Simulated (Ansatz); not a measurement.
The reference is GaN in the wurtzite structure (space group P6_3mc, No. 186; a = 3.218 Å, c = 5.243 Å). Axes: x lies along a and z along c of the hexagonal cell.

Perturbation: compressive biaxial strain of 1.80 % in the plane normal to [001], as in epitaxy on a mismatched substrate; the out-of-plane cell vector and the atoms relax.

The values are results of PBE in Ansatz (plane waves to 420 eV, PAW, scalar-relativistic without spin-orbit coupling), not measurements.

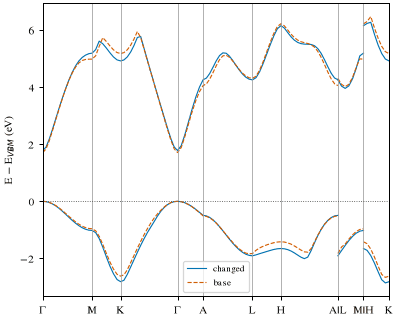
Highest valence and lowest conduction band along the path, each from its own valence-band maximum

Q: From the figure, how large is the changed gap, and is it direct?

A: About 1.8 eV, direct at Γ.

Stability against distortions was not tested.

Ansatz is a program for electronic structure.
